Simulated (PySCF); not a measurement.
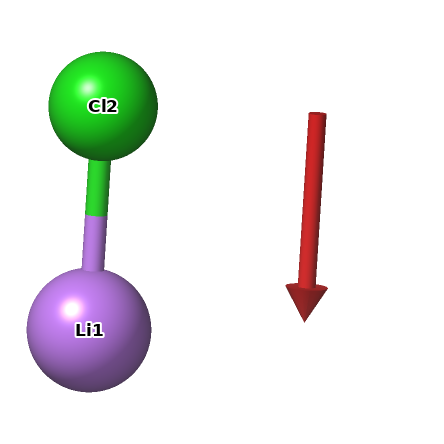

The arrow beside the molecule shows the direction of the dipole moment, from the negative to the positive end (its length means nothing). Computed geometry: PBE0-D3(BJ)/def2-TZVP optimisation. No frequency run is at hand to confirm it as a minimum. Properties computed with CAM-B3LYP/aug-cc-pVTZ, gas phase (PySCF 2.14.0).

### How large is the dipole moment?

7.00 D; it points from the side of Cl2 to the side of Li1 (the outermost atoms at the two ends).
